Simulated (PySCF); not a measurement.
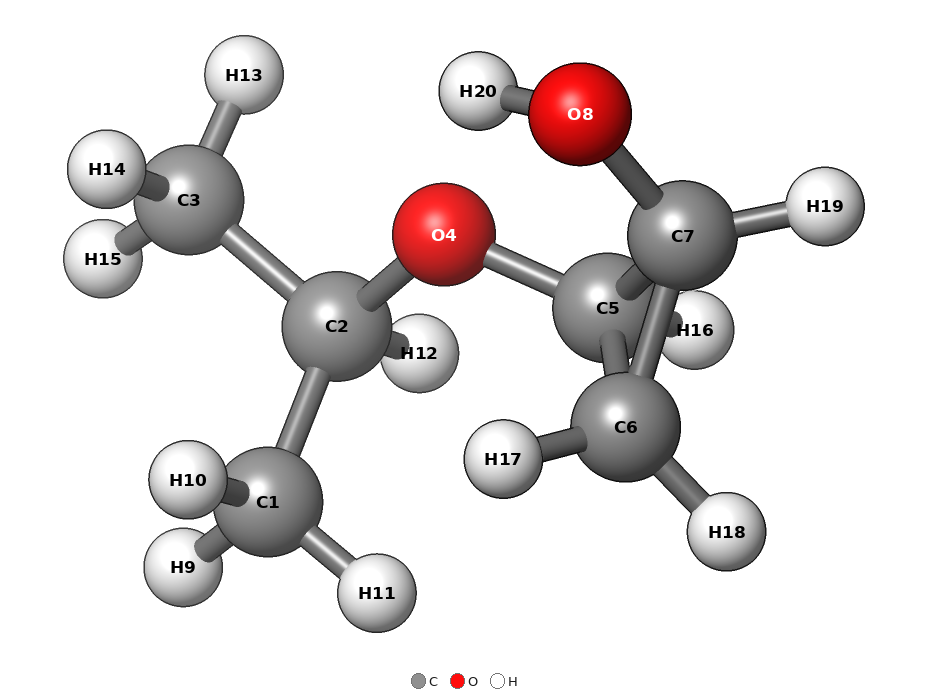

Computed geometry: PBE0-D3(BJ)/def2-SVP optimisation. No frequency run is at hand to confirm it as a minimum. Method: TDDFT CAM-B3LYP/def2-SVPD, vertical, gas phase, core orbitals frozen in the response (PySCF 2.14.0), and the same with a continuum solvent (IEF-PCM, Bondi radii x 1.2, gas-phase geometry).

How do dipole (D), HOMO–LUMO gap (eV), lowest singlet (eV) change in benzene (ε = 2.3), tetrahydrofuran (ε = 7.4)?

| medium | dipole (D) | HOMO–LUMO gap (eV) | lowest singlet (eV) |
| --- | --- | --- | --- |
| gas phase | 3.12 | 9.74 | 6.91 |
| benzene | 3.50 | 9.87 | 6.94 |
| tetrahydrofuran | 3.86 | 9.94 | 6.96 |
